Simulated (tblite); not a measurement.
# Geometry relaxation of C2H7OSi (part 2 of 2)

C2H7OSi, multiplicity 2; GFN2-xTB geometry optimisation, gas phase (tblite 0.8.0). It belongs to a series of runs on one base structure; here: X = H replaced by OC2H5.

Trajectory as extended XYZ, continued:
```
11
Properties=species:S:1:pos:R:3:forces:R:3 step=20 energy=-370.87191
C    -1.5725    0.7022    0.1460    0.0250  -0.0290   0.0130
C    -0.3349   -0.1253    0.4590   -0.0600  -0.0090   0.0040
O     0.7146    0.2158   -0.4152   -0.0230  -0.0220   0.0300
Si    2.2106   -0.4001   -0.4607    0.0240  -0.0200   0.0070
H    -1.9041    0.5232   -0.8732    0.0410  -0.0180  -0.0180
H    -2.3694    0.4267    0.8301   -0.0540  -0.0010   0.0230
H    -1.3608    1.7614    0.2597    0.0490   0.0200  -0.0050
H    -0.5648   -1.1948    0.3539    0.0330   0.0440   0.0030
H    -0.0178    0.0529    1.4950    0.0050  -0.0110  -0.0280
H     2.9719   -0.1383    0.7562   -0.0160   0.0310  -0.0070
H     2.2326   -1.8211   -0.7919   -0.0250   0.0160  -0.0220
11
Properties=species:S:1:pos:R:3:forces:R:3 step=21 energy=-370.87234
C    -1.5723    0.7017    0.1463   -0.0170   0.0060   0.0060
C    -0.3375   -0.1265    0.4609   -0.0240   0.0000   0.0110
O     0.7124    0.2146   -0.4129   -0.0010  -0.0290   0.0250
Si    2.2089   -0.4003   -0.4598    0.0160   0.0050  -0.0140
H    -1.9007    0.5231   -0.8742    0.0320  -0.0200  -0.0110
H    -2.3724    0.4293    0.8292   -0.0340   0.0030   0.0050
H    -1.3581    1.7612    0.2585    0.0430   0.0040   0.0000
H    -0.5665   -1.1947    0.3564    0.0190   0.0040  -0.0050
H    -0.0204    0.0514    1.4962    0.0100  -0.0040  -0.0060
H     2.9753   -0.1379    0.7523   -0.0120   0.0370   0.0150
H     2.2367   -1.8191   -0.7941   -0.0320  -0.0070  -0.0260
11
Properties=species:S:1:pos:R:3:forces:R:3 step=22 energy=-370.87260
C    -1.5726    0.7017    0.1465   -0.0350   0.0240   0.0030
C    -0.3396   -0.1271    0.4622    0.0070   0.0030   0.0150
O     0.7112    0.2131   -0.4108    0.0120  -0.0240   0.0130
Si    2.2084   -0.4005   -0.4594    0.0060   0.0180  -0.0210
H    -1.8983    0.5226   -0.8750    0.0250  -0.0170  -0.0020
H    -2.3747    0.4308    0.8287   -0.0170   0.0100  -0.0110
H    -1.3559    1.7612    0.2578    0.0320  -0.0100   0.0010
H    -0.5672   -1.1946    0.3578    0.0040  -0.0250  -0.0070
H    -0.0218    0.0506    1.4969    0.0090   0.0000   0.0130
H     2.9772   -0.1369    0.7504   -0.0100   0.0370   0.0230
H     2.2386   -1.8181   -0.7961   -0.0330  -0.0160  -0.0260
11
Properties=species:S:1:pos:R:3:forces:R:3 step=23 energy=-370.87290
C    -1.5732    0.7018    0.1469   -0.0330   0.0280  -0.0020
C    -0.3415   -0.1278    0.4637    0.0340  -0.0010   0.0170
O     0.7102    0.2113   -0.4088    0.0190  -0.0140   0.0010
Si    2.2082   -0.4002   -0.4596   -0.0040   0.0210  -0.0190
H    -1.8953    0.5218   -0.8758    0.0130  -0.0110   0.0060
H    -2.3775    0.4324    0.8281    0.0020   0.0190  -0.0280
H    -1.3528    1.7610    0.2572    0.0160  -0.0210   0.0020
H    -0.5675   -1.1948    0.3589   -0.0110  -0.0440  -0.0060
H    -0.0227    0.0497    1.4976    0.0060   0.0040   0.0300
H     2.9783   -0.1352    0.7490   -0.0100   0.0340   0.0220
H     2.2393   -1.8173   -0.7983   -0.0320  -0.0160  -0.0230
11
Properties=species:S:1:pos:R:3:forces:R:3 step=24 energy=-370.87323
C    -1.5739    0.7019    0.1475   -0.0100   0.0180  -0.0070
C    -0.3430   -0.1286    0.4656    0.0450  -0.0090   0.0160
O     0.7091    0.2098   -0.4070    0.0190  -0.0020  -0.0070
Si    2.2080   -0.3993   -0.4606   -0.0090   0.0140  -0.0090
H    -1.8913    0.5205   -0.8765   -0.0020  -0.0030   0.0110
H    -2.3809    0.4345    0.8270    0.0190   0.0260  -0.0390
H    -1.3487    1.7604    0.2564   -0.0020  -0.0230   0.0050
H    -0.5675   -1.1958    0.3599   -0.0220  -0.0470  -0.0010
H    -0.0232    0.0487    1.4989    0.0020   0.0040   0.0380
H     2.9782   -0.1329    0.7482   -0.0130   0.0290   0.0120
H     2.2386   -1.8165   -0.8005   -0.0280  -0.0060  -0.0190
11
Properties=species:S:1:pos:R:3:forces:R:3 step=25 energy=-370.87353
C    -1.5742    0.7019    0.1481    0.0250  -0.0020  -0.0120
C    -0.3435   -0.1298    0.4674    0.0360  -0.0180   0.0130
O     0.7081    0.2090   -0.4060    0.0100   0.0040  -0.0040
Si    2.2077   -0.3978   -0.4620   -0.0080  -0.0010   0.0050
H    -1.8872    0.5191   -0.8768   -0.0140   0.0030   0.0080
H    -2.3839    0.4369    0.8254    0.0290   0.0260  -0.0390
H    -1.3446    1.7593    0.2558   -0.0150  -0.0140   0.0070
H    -0.5675   -1.1975    0.3608   -0.0220  -0.0310   0.0060
H    -0.0232    0.0477    1.5007   -0.0010   0.0010   0.0320
H     2.9771   -0.1303    0.7480   -0.0160   0.0230  -0.0020
H     2.2366   -1.8159   -0.8024   -0.0220   0.0080  -0.0150
11
Properties=species:S:1:pos:R:3:forces:R:3 step=26 energy=-370.87379
C    -1.5738    0.7017    0.1485    0.0510  -0.0200  -0.0150
C    -0.3432   -0.1312    0.4692    0.0130  -0.0210   0.0070
O     0.7073    0.2086   -0.4054   -0.0010   0.0040   0.0050
Si    2.2073   -0.3965   -0.4633   -0.0030  -0.0130   0.0150
H    -1.8839    0.5179   -0.8770   -0.0200   0.0050   0.0010
H    -2.3859    0.4395    0.8233    0.0290   0.0200  -0.0290
H    -1.3413    1.7582    0.2553   -0.0190   0.0000   0.0080
H    -0.5678   -1.1994    0.3617   -0.0140  -0.0070   0.0130
H    -0.0231    0.0469    1.5029   -0.0020  -0.0050   0.0180
H     2.9756   -0.1277    0.7478   -0.0180   0.0180  -0.0130
H     2.2344   -1.8152   -0.8041   -0.0170   0.0190  -0.0110
11
Properties=species:S:1:pos:R:3:forces:R:3 step=27 energy=-370.87404
C    -1.5727    0.7013    0.1484    0.0590  -0.0280  -0.0140
C    -0.3429   -0.1329    0.4712   -0.0100  -0.0180   0.0010
O     0.7066    0.2078   -0.4042   -0.0090   0.0010   0.0140
Si    2.2068   -0.3956   -0.4641    0.0030  -0.0190   0.0170
H    -1.8812    0.5170   -0.8772   -0.0180   0.0060  -0.0080
H    -2.3873    0.4425    0.8206    0.0240   0.0080  -0.0120
H    -1.3386    1.7571    0.2550   -0.0140   0.0120   0.0050
H    -0.5688   -1.2016    0.3631   -0.0030   0.0150   0.0200
H    -0.0235    0.0459    1.5055   -0.0020  -0.0120   0.0010
H     2.9746   -0.1248    0.7471   -0.0170   0.0120  -0.0170
H     2.2326   -1.8141   -0.8064   -0.0120   0.0230  -0.0070
11
Properties=species:S:1:pos:R:3:forces:R:3 step=28 energy=-370.87425
C    -1.5710    0.7008    0.1478    0.0420  -0.0220  -0.0100
C    -0.3431   -0.1348    0.4735   -0.0220  -0.0080  -0.0040
O     0.7059    0.2064   -0.4022   -0.0110  -0.0020   0.0170
Si    2.2064   -0.3953   -0.4643    0.0060  -0.0140   0.0110
H    -1.8792    0.5164   -0.8778   -0.0090   0.0070  -0.0130
H    -2.3882    0.4456    0.8176    0.0160  -0.0060   0.0040
H    -1.3365    1.7564    0.2548   -0.0050   0.0160  -0.0010
H    -0.5705   -1.2034    0.3650    0.0040   0.0230   0.0230
H    -0.0246    0.0448    1.5082   -0.0040  -0.0180  -0.0110
H     2.9745   -0.1216    0.7457   -0.0110   0.0080  -0.0120
H     2.2317   -1.8127   -0.8094   -0.0080   0.0170  -0.0040
11
Properties=species:S:1:pos:R:3:forces:R:3 step=29 energy=-370.87438
C    -1.5696    0.7006    0.1471    0.0130  -0.0060  -0.0060
C    -0.3437   -0.1361    0.4751   -0.0170   0.0000  -0.0060
O     0.7054    0.2049   -0.4001   -0.0050  -0.0020   0.0110
Si    2.2062   -0.3956   -0.4638    0.0040  -0.0040   0.0010
H    -1.8784    0.5163   -0.8785    0.0010   0.0070  -0.0110
H    -2.3884    0.4477    0.8157    0.0110  -0.0140   0.0120
H    -1.3355    1.7563    0.2546    0.0030   0.0110  -0.0070
H    -0.5720   -1.2042    0.3669    0.0040   0.0140   0.0210
H    -0.0258    0.0438    1.5099   -0.0050  -0.0170  -0.0100
H     2.9752   -0.1193    0.7441   -0.0050   0.0050  -0.0030
H     2.2319   -1.8116   -0.8121   -0.0050   0.0060  -0.0020
11
Properties=species:S:1:pos:R:3:forces:R:3 step=30 energy=-370.87443
C    -1.5691    0.7006    0.1467   -0.0050   0.0050  -0.0030
C    -0.3444   -0.1366    0.4757   -0.0050   0.0040  -0.0040
O     0.7053    0.2039   -0.3987    0.0000   0.0000   0.0030
Si    2.2062   -0.3960   -0.4635    0.0010   0.0040  -0.0040
H    -1.8782    0.5165   -0.8790    0.0060   0.0070  -0.0070
H    -2.3882    0.4482    0.8151    0.0100  -0.0140   0.0110
H    -1.3352    1.7566    0.2545    0.0050   0.0040  -0.0090
H    -0.5727   -1.2043    0.3680    0.0000   0.0020   0.0160
H    -0.0266    0.0431    1.5104   -0.0060  -0.0130  -0.0040
H     2.9759   -0.1183    0.7432   -0.0020   0.0030   0.0030
H     2.2324   -1.8111   -0.8134   -0.0040  -0.0010  -0.0020
11
Properties=species:S:1:pos:R:3:forces:R:3 step=31 energy=-370.87446
C    -1.5689    0.7007    0.1464   -0.0130   0.0090  -0.0010
C    -0.3448   -0.1367    0.4758    0.0040   0.0040  -0.0020
O     0.7053    0.2033   -0.3980    0.0030   0.0020  -0.0020
Si    2.2063   -0.3961   -0.4633   -0.0020   0.0070  -0.0060
H    -1.8781    0.5167   -0.8794    0.0070   0.0060  -0.0030
H    -2.3879    0.4482    0.8151    0.0090  -0.0110   0.0070
H    -1.3350    1.7568    0.2542    0.0040  -0.0010  -0.0090
H    -0.5731   -1.2042    0.3689   -0.0040  -0.0060   0.0110
H    -0.0271    0.0425    1.5106   -0.0060  -0.0080   0.0020
H     2.9763   -0.1177    0.7428    0.0000   0.0020   0.0050
H     2.2326   -1.8109   -0.8141   -0.0040  -0.0040  -0.0010
11
Properties=species:S:1:pos:R:3:forces:R:3 step=32 energy=-370.87449
C    -1.5689    0.7008    0.1461   -0.0130   0.0090   0.0010
C    -0.3451   -0.1367    0.4759    0.0090   0.0020   0.0010
O     0.7052    0.2031   -0.3974    0.0040   0.0020  -0.0050
Si    2.2063   -0.3960   -0.4635   -0.0030   0.0070  -0.0050
H    -1.8777    0.5170   -0.8799    0.0050   0.0050   0.0000
H    -2.3874    0.4478    0.8153    0.0070  -0.0070   0.0020
H    -1.3347    1.7570    0.2537    0.0030  -0.0040  -0.0070
H    -0.5733   -1.2043    0.3700   -0.0060  -0.0100   0.0030
H    -0.0276    0.0418    1.5107   -0.0050  -0.0010   0.0070
H     2.9762   -0.1171    0.7426    0.0000   0.0010   0.0040
H     2.2323   -1.8107   -0.8146   -0.0020  -0.0040   0.0000
11
Properties=species:S:1:pos:R:3:forces:R:3 step=33 energy=-370.87451
C    -1.5688    0.7009    0.1460   -0.0060   0.0040   0.0010
C    -0.3451   -0.1368    0.4759    0.0070   0.0000   0.0020
O     0.7052    0.2032   -0.3974    0.0020   0.0010  -0.0040
Si    2.2063   -0.3957   -0.4638   -0.0020   0.0040  -0.0020
H    -1.8772    0.5173   -0.8802    0.0030   0.0030   0.0010
H    -2.3869    0.4474    0.8154    0.0040  -0.0030   0.0000
H    -1.3342    1.7570    0.2533    0.0010  -0.0030  -0.0040
H    -0.5735   -1.2045    0.3708   -0.0050  -0.0070  -0.0030
H    -0.0279    0.0411    1.5109   -0.0030   0.0040   0.0070
H     2.9758   -0.1167    0.7428    0.0000   0.0000   0.0020
H     2.2317   -1.8106   -0.8148   -0.0010  -0.0010   0.0000
```

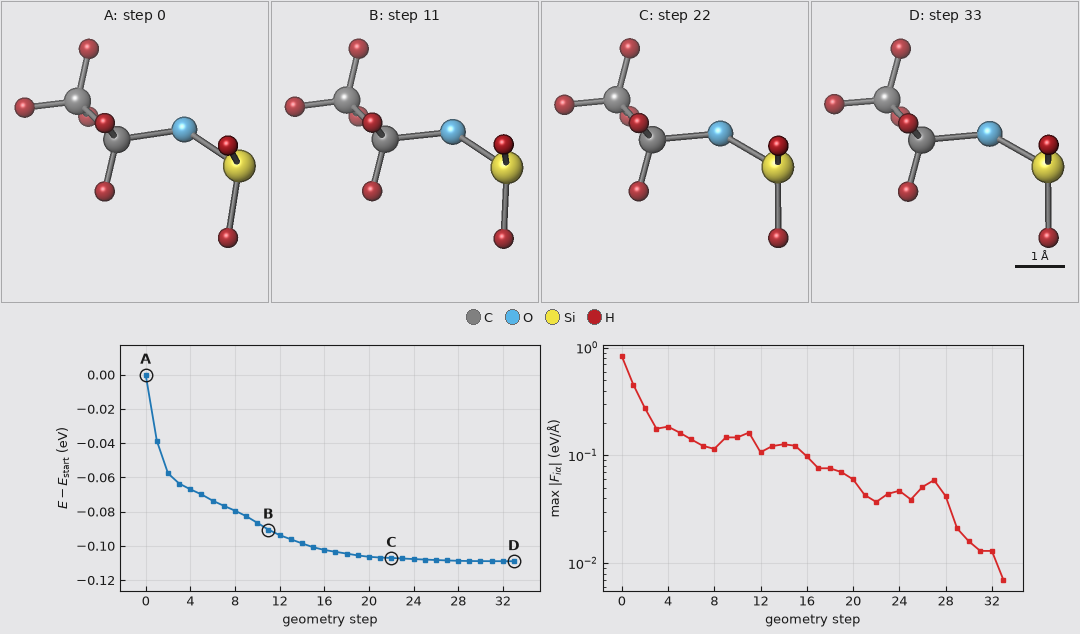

*Frames of the relaxation (ball-and-stick view, seen at a tilt) above the curves, on which the letters mark them (steps are counted from 0).*

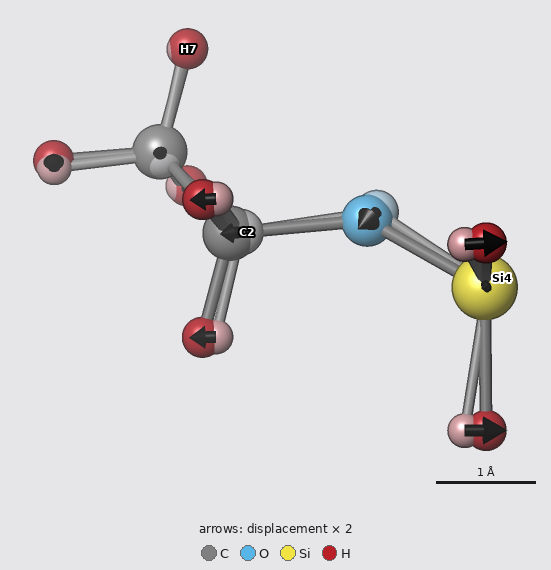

*Start (faint) and end (solid) with the displacements as black arrows, magnified 2 times (ball-and-stick view, seen at a tilt). The two geometries are laid on each other by the best rigid fit.*

Over 33 geometry steps the energy falls by 0.109 eV. Largest force component: 0.83 eV/Å at the start, 0.007 eV/Å at the end. The largest moves after the best rigid fit, 0.22 Å, are those of H10 and H11. Largest moves by element: H 0.22 Å, O 0.17 Å, C 0.11 Å, Si 0.04 Å. Among the contacts that change: Si4–H10 1.492 → 1.458 Å, O3–Si4 1.651 → 1.618 Å, C1–C2 1.502 → 1.519 Å, C2–O3 1.423 → 1.408 Å. Among the angles that change: C2–O3–Si4 119.7° → 128.9°, H10–Si4–H11 107.2° → 112.1°, O3–Si4–H10 108.1° → 112.6°. (Atoms are counted from 1 in the order of the input.)

The run was set up as follows.

The input:
```
{"job": {"kind": "relax", "xc": "GFN2-xTB", "basis": "xTB"}, "charge": 0, "multiplicity": 2}
C     -1.536200     0.666500     0.168100
C     -0.272200    -0.109700     0.402800
O      0.718200     0.316500    -0.525100
Si     2.218200    -0.372600    -0.495600
H     -1.907600     0.507700    -0.844800
H     -2.331800     0.367600     0.869100
H     -1.364300     1.747000     0.275500
H     -0.464300    -1.180400     0.291600
H      0.084700     0.066200     1.438300
H      2.798500    -0.161900     0.863200
H      2.062200    -1.844200    -0.684200
```

The first line tells a small driver script what to run in tblite; the rest is the geometry in Å.

Run as:
```bash
OMP_NUM_THREADS=1 python <driver script> task.json out
```

Key numbers:

```json
{"quantity": "outcome", "value": "converged"}
{"quantity": "total energy", "value": "−370.8745 eV"}
{"quantity": "hardware", "value": "1 CPU thread, shared host"}
{"quantity": "peak memory", "value": "0.18 GiB"}
```
